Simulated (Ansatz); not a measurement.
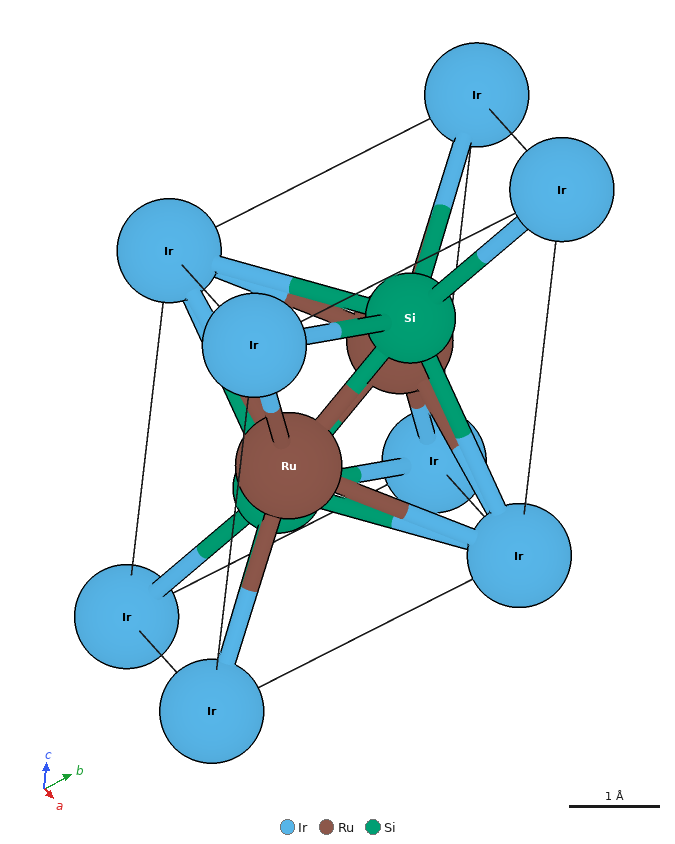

A ball-and-stick rendering, viewed slightly off an axis. The simulation cell is drawn as a box.

```yaml
crystal:
  lattice:
    - [0.00000, 3.85515, 0.00000]
    - [3.85515, 0.00000, 0.00000]
    - [1.92758, 1.92758, -4.38615]
  atoms:
    - { symbol: Ir, position: [0.00000, 0.00000, 0.00000] }
    - { symbol: Ru, position: [0.75000, 0.25000, 0.50000] }
    - { symbol: Ru, position: [0.25000, 0.75000, 0.50000] }
    - { symbol: Si, position: [0.35400, 0.35400, 0.29200] }
    - { symbol: Si, position: [0.64600, 0.64600, 0.70800] }
```

Setup: DFT, PAW plane waves, PBE in Ansatz 0.2.0; plane waves up to 420 eV, a 10×10×10 k-point grid, Fermi-Dirac smearing of 0.079 eV, no spin polarisation. The pressure of the cell is 54 GPa.

How are the electrons shared out in a Bader analysis?

Answer. Si +1.53 e; Ir -0.13 e; Ru -1.46 e.

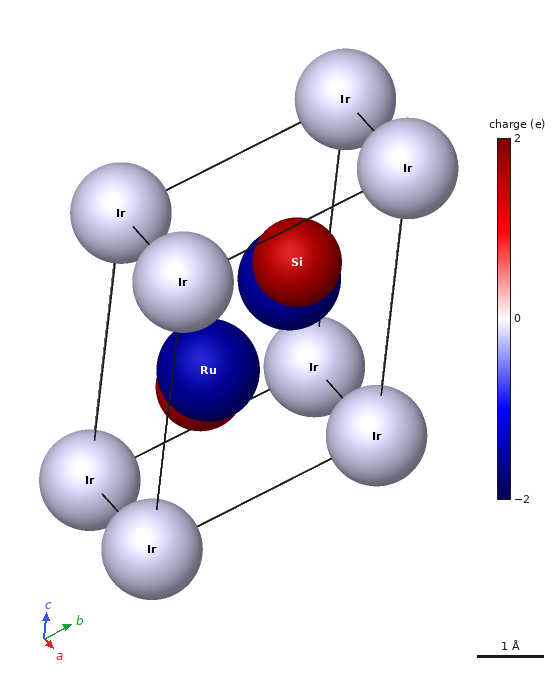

The atoms coloured by those charges.

Provenance: a generated cell, made by putting these elements into a known structure type (the compound may or may not exist in this form); not relaxed. A calculation with Ansatz used it as input.

At this level of theory the cell isn't at rest (compressed, at 54 GPa and forces up to 6.5 eV/Å), so its distances can differ from those at equilibrium, the more so the softer the solid.
